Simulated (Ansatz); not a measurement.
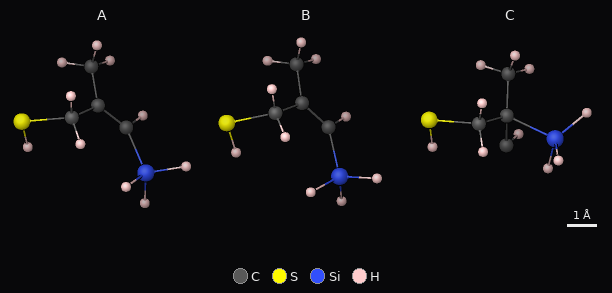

3 geometries from a converged minimum-energy path of C$_{4}$H$_{10}$SSi, shuffled. A ball-and-stick model, seen at a tilt.

These are results of RKS B3LYP-D4/6-31G* (Ansatz 0.2.0), not measurements. Settings: 7 movable images; climbing image; force threshold 0.05 eV/Å; iteration limit 60; starting path through a guess of the saddle point.

One of them is the converged climbing image. Which?

Answer. C. In order along the path, whose images run from 0 to 8: C (image 3, +66.5 kcal/mol), A (image 7, −12.0 kcal/mol), B (image 8, −12.8 kcal/mol). Breaking: C–Si (1.89 → 2.92 Å), C–H (1.09 → 2.74 Å). Forming: H–Si (2.57 → 1.49 Å).
